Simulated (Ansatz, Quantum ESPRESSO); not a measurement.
# Are band offsets transitive? CdS, CuI and InP

How the rows were computed: Quantum ESPRESSO 7.5, LDA with GBRV files. Each pair is a 5 + 5 layer (110) superlattice with atoms on ideal cubic sites at the pair's mean lattice constant; bulk valence tops are placed on the mean potential of each half. An offset X/Y is the valence top of Y less that of X.

```
interface  a (Å)  valence offset (eV)
  CdS/CuI   5.89               +0.559
  CuI/InP    5.9               +0.358
```

**Question.** What is the offset CdS/InP, computed at a = 5.831 Å?

By hand: If offsets were properties of the bulk crystals alone, they would add: +0.559 + (+0.358) = +0.917 eV.

**Check.** +0.847 eV; the sum misses by +0.070 eV. The rule holds roughly. The three lattice constants differ by up to 1.2 %, so strain shifts of the valence tops enter the miss along with interface dipoles.

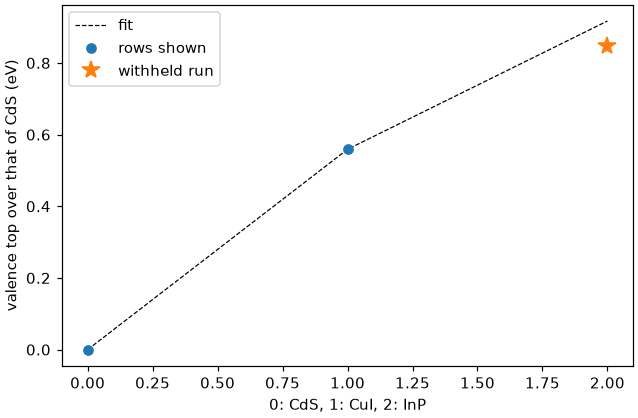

The rows shown, the fit and the withheld run.

**Limits.** No interface relaxation, no spin-orbit coupling, thickness untested.

[Logs are printed without paths, hosts, clocks, repeated set-up lines and the standing remarks that a program may print on its own settings, such as how far it seeks lower states.]
